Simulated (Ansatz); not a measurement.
# CH6InN: vertical ionisation energy

How much energy removes an electron from CH6InN at fixed geometry? The cation is run at each level and the neutral's energy taken from earlier runs.

The runs use Ansatz 0.2.0, Gaussian basis; unrestricted cation, the program's frozen cores in correlated methods.

The runs, in order: UKS PBE-D4/def2-TZVPP; UKS r2SCAN-D4/def2-TZVPP; UKS PBE0-D4/def2-TZVPP; UKS B3LYP-D4/def2-TZVPP; UKS wB97X-V/def2-TZVPP; UKS wB97M-V/def2-TZVPP; UKS B2PLYP/def2-TZVPP; UHF-CCSD(T)/def2-TZVPP; UHF-MP2/def2-QZVPP; extrapolation to the limit; then −ε(HOMO) from the neutral's earlier runs with LDA (SPW92), PBE-D4, revPBE-D4, BLYP-D4, r2SCAN-D4, B97M-V, PBE0-D4, B3LYP-D4, r2SCANh-D4, r2SCAN0-D4, HSE06-D4, BHLYP-D4, CAM-B3LYP-D4, LC-ωPBE, ωB97X-V, ωB97M-V.

**1. Structure used throughout**

All runs share one geometry, relaxed beforehand with PBE0-D4 in a triple-zeta def2 set. In takes the def2 core potential; no spin-orbit term is included.

SMILES `N[CH2][InH2]`, 9 atoms, charge 0, spin multiplicity 1.

Atoms are counted from 1 here; the program's logs count them from 0.

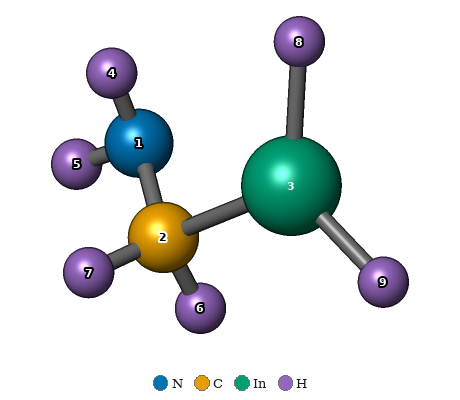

The geometry (nitrogen blue, carbon amber, indium teal, hydrogen purple); atoms are numbered from 1 in the order of the file.

Geometry (Å):

```mol
CH6InN
  3D, bonds by distance, orders not assigned

  9  8  0  0  0  0  0  0  0  0999 V2000
   -0.5003    0.3056   -1.3455 N   0  0
    0.0648    0.7198   -0.0665 C   0  0
    0.1260   -0.9667    1.2971 In  0  0
    0.0314   -0.4492   -1.7586 H   0  0
   -0.5007    1.0673   -2.0147 H   0  0
   -0.5926    1.4650    0.3908 H   0  0
    1.0630    1.1820   -0.1228 H   0  0
    0.2572   -2.5514    0.6066 H   0  0
    0.0512   -0.7724    3.0136 H   0  0
  1  2  8  0
  2  3  8  0
  1  4  8  0
  1  5  8  0
  2  6  8  0
  2  7  8  0
  3  8  8  0
  3  9  8  0
M  END
```

**2. Cation, UKS PBE-D4/def2-TZVPP**

File in.yaml:

```yaml
crystal:
  periodic: [false, false, false]
  atoms:
    - {symbol: N, position_ang: [-0.500290, 0.305625, -1.345526]}
    - {symbol: C, position_ang: [0.064781, 0.719791, -0.066498]}
    - {symbol: In, position_ang: [0.125978, -0.966670, 1.297102]}
    - {symbol: H, position_ang: [0.031393, -0.449240, -1.758588]}
    - {symbol: H, position_ang: [-0.500711, 1.067266, -2.014718]}
    - {symbol: H, position_ang: [-0.592565, 1.465022, 0.390812]}
    - {symbol: H, position_ang: [1.063045, 1.181990, -0.122833]}
    - {symbol: H, position_ang: [0.257184, -2.551422, 0.606624]}
    - {symbol: H, position_ang: [0.051185, -0.772363, 3.013626]}
basis:
  gaussian: {orbitals: def2-TZVPP}
total_charge: 1
magnetization: {spin_polarized: true, initial_magnetization: 1}
hamiltonian: {xc: pbe, dispersion: d4}
```

The run is started by

```sh
> ansatz run in.yaml --threads 2 --pin off --events-out ev --progress --plain --max-ram 32768MiB --backend cpu
```

The runs that follow: Cation, UKS r2SCAN-D4/def2-TZVPP; Cation, UKS PBE0-D4/def2-TZVPP; Cation, UKS B3LYP-D4/def2-TZVPP; Cation, UKS wB97X-V/def2-TZVPP; Cation, UKS wB97M-V/def2-TZVPP; Cation, UKS B2PLYP (frozen core)/def2-TZVPP; Cation, UHF-CCSD(T)/def2-TZVPP; Cation, UHF-MP2/def2-QZVPP.

**Question.** What will the summary of the whole plan be? Wanted: ionisation energy, CCSD(T)/def2-TZVPP; nearest functional by difference; nearest −ε(HOMO); −ε(HOMO) of PBE; T1 of the cation.

**Answer**, as computed:

```
                             quantity               value
ionisation energy, CCSD(T)/def2-TZVPP             8.91 eV
     nearest functional by difference  ωB97X-V (-0.08 eV)
                     nearest −ε(HOMO)  ωB97X-V (+0.01 eV)
                      −ε(HOMO) of PBE             5.17 eV
                     T1 of the cation               0.066
```

What this shows: Energy differences with functionals land within 0.47 eV of the reference. The PBE orbital energy is 3.7 eV too small: a semilocal HOMO is no ionisation energy. Among orbital estimates ωB97X-V comes nearest. Hartree-Fock falls 0.97 eV short, as the neutral has more correlation energy than the cation. The cation's T1 (from the report) is 0.066, above the customary mark of 0.045 for open shells, so the coupled-cluster value is less safe. The cation may have settled in a state other than its lowest; no search over hole states beyond the program's own was made. Correlated methods include outer-core shells of In, which these sets cover unevenly. With outer-core shells in play the reference is unsure by up to some tenths of an eV, so close misses can't be ranked.
